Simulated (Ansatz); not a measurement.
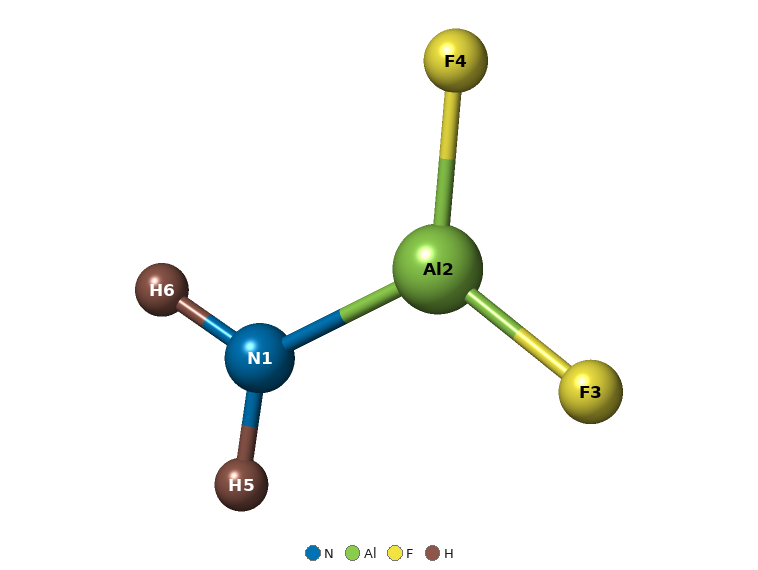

Harmonic vibrations computed with RKS PBE0-D4/def2-TZVP (Ansatz 0.2.0) at a stationary point of the same level.

Q: Minimum or transition state?

A: A minimum: no imaginary frequency, and the lowest mode lies at 200 cm⁻¹.

Q: How many vibrational modes are there, and where do they lie?

A: 12 modes: 200, 245, 286, 371, 377, 677, 689, 934, 939, 1564, 3625, 3717 cm⁻¹.
